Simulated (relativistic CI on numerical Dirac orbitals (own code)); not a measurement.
# Sn⁺: one ion under different settings

How much do the settings matter for Sn⁺? One ion, several inputs.

Method: Dirac-Coulomb-Breit CI, KLI orbitals optimised for each configuration, model QED (radiative potential, 1s self-energy scaled to tabulated hydrogen-like ionisation energies), numerical settings as typed. Code: relativistic CI on numerical Dirac orbitals (own code) version 3.

### 1 The atom as given

| Item | Value |
| --- | --- |
| ion | Sn⁺ (Sn II) |
| nuclear charge | 50 |
| electrons | 49 |
| isotope | A = 120 |

### 2 Usual settings

The run's settings:

```ini
atom Sn  Z=50  charge=1  electrons=49
nucleus A=120  rms_radius_fm=4.6519
hamiltonian dirac-coulomb  breit=on  qed=on  c_scale=1
orbitals kli  potential=per-configuration
slater_scale 1
correlation none
mixing on
grid step=0.0125 r_max=100.6
scf mixing=0.4 start=green max_iterations=150 tolerance=2e-08 node_fill=0.05
configurations
  [Kr] 4d10 5s2 5p
  [Kr] 4d10 5s 5p2
end
```

Started as:

```sh
> python run_levels.py task.json out
```

task.json lists these runs, among others, and the program works through them in turn.

### 3 Potential mixing 0.05, grid step 0.02, start potential bare

Settings: those of step 2 with these lines changed.

```diff
@@ -7,4 +7,4 @@
 mixing on
-grid step=0.0125 r_max=100.6
-scf mixing=0.4 start=green max_iterations=150 tolerance=2e-08 node_fill=0.05
+grid step=0.02 r_max=100.6
+scf mixing=0.05 start=bare max_iterations=150 tolerance=2e-08 node_fill=0.05
 configurations
```

### 4 Slater scale 0.5

The run's settings:

```ini
atom Sn  Z=50  charge=1  electrons=49
nucleus A=120  rms_radius_fm=4.6519
hamiltonian dirac-coulomb  breit=on  qed=on  c_scale=1
orbitals kli  potential=per-configuration
slater_scale 0.5
correlation none
mixing on
grid step=0.0125 r_max=100.6
scf mixing=0.4 start=green max_iterations=150 tolerance=2e-08 node_fill=0.05
configurations
  [Kr] 4d10 5s2 5p
  [Kr] 4d10 5s 5p2
end
```

### 5 Potential mixing 0.9, end of the grid 150.9

The run's settings:

```ini
atom Sn  Z=50  charge=1  electrons=49
nucleus A=120  rms_radius_fm=4.6519
hamiltonian dirac-coulomb  breit=on  qed=on  c_scale=1
orbitals kli  potential=per-configuration
slater_scale 1
correlation none
mixing on
grid step=0.0125 r_max=150.9
scf mixing=0.9 start=green max_iterations=150 tolerance=2e-08 node_fill=0.05
configurations
  [Kr] 4d10 5s2 5p
  [Kr] 4d10 5s 5p2
end
```

### 6 Slater scale 1.2, tolerance 1e-10

The run's settings:

```ini
atom Sn  Z=50  charge=1  electrons=49
nucleus A=120  rms_radius_fm=4.6519
hamiltonian dirac-coulomb  breit=on  qed=on  c_scale=1
orbitals kli  potential=per-configuration
slater_scale 1.2
correlation none
mixing on
grid step=0.0125 r_max=100.6
scf mixing=0.4 start=green max_iterations=150 tolerance=1e-10 node_fill=0.05
configurations
  [Kr] 4d10 5s2 5p
  [Kr] 4d10 5s 5p2
end
```

### 7 Potential mixing 0.001

The run's settings:

```ini
atom Sn  Z=50  charge=1  electrons=49
nucleus A=120  rms_radius_fm=4.6519
hamiltonian dirac-coulomb  breit=on  qed=on  c_scale=1
orbitals kli  potential=per-configuration
slater_scale 1
correlation none
mixing on
grid step=0.0125 r_max=100.6
scf mixing=0.001 start=green max_iterations=50 tolerance=2e-08 node_fill=0.05
configurations
  [Kr] 4d10 5s2 5p
  [Kr] 4d10 5s 5p2
end
```

### 8 End of the grid 25.15

Settings: those of step 7 with these lines changed.

```diff
@@ -7,4 +7,4 @@
 mixing on
-grid step=0.0125 r_max=100.6
-scf mixing=0.001 start=green max_iterations=50 tolerance=2e-08 node_fill=0.05
+grid step=0.0125 r_max=25.15
+scf mixing=0.4 start=green max_iterations=61 tolerance=2e-08 node_fill=0.05
 configurations
```

(Steps that only read results are left out.)

Before running it: what results should come out? Wanted: lowest level, usual settings; total energy; first excitation.

**Answer**, as computed:

| setting | total energy less usual (Ha) | largest shift of a level among the lowest eight of both runs, same label and place (cm⁻¹) | SCF iterations | time | lowest level | kind of change |
| --- | --- | --- | --- | --- | --- | --- |
| usual | 0 | 0 | 25 | 0.13 s | 5p 2P°1/2 | - |
| potential mixing 0.05, grid step 0.02, start potential bare | 0.000138 | 0.00930 | 85 | 0.19 s | 5p 2P°1/2 | numerical |
| Slater scale 0.5 | 0 | 10300 | 25 | 0.13 s | 5p 2P°1/2 | model term |
| potential mixing 0.9, end of the grid 150.9 | 0 | 0 | 21 | 0.13 s | 5p 2P°1/2 | numerical |
| Slater scale 1.2, tolerance 1e-10 | 0 | 4140 | 27 | 0.14 s | 5p 2P°1/2 | model term |
| potential mixing 0.001 | 0 | 0 | 42 | 0.18 s | 5p 2P°1/2 | extreme, harmless here |
| end of the grid 25.15 | 0 | 0 | 25 | 0.13 s | 5p 2P°1/2 | extreme, harmless here |

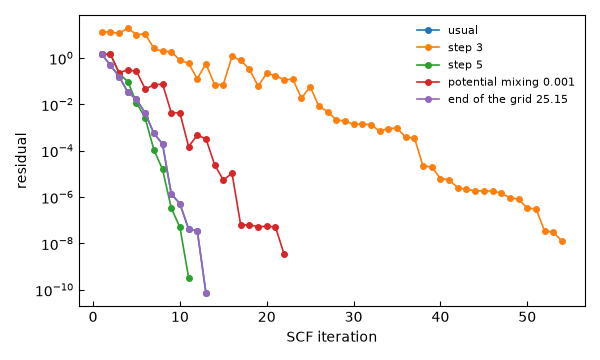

Residual of the first configuration's SCF.

| quantity | value |
| --- | --- |
| lowest level, usual settings | 5p 2P°1/2 |
| total energy | -6168.5155 Ha |
| first excitation | 4225.9 cm⁻¹ |

In words: Among the runs whose levels can be followed, they move most under «Slater scale 0.5» (model term), by up to 10300 cm⁻¹. No visible change in the result comes from «potential mixing 0.9, end of the grid 150.9» or «potential mixing 0.001» or «end of the grid 25.15». «Potential mixing 0.05, grid step 0.02, start potential bare» costs 85 SCF iterations against 25. Only the listed configurations are in the model. Near neutrality, missing correlation can shift configurations against each other by thousands of cm⁻¹.
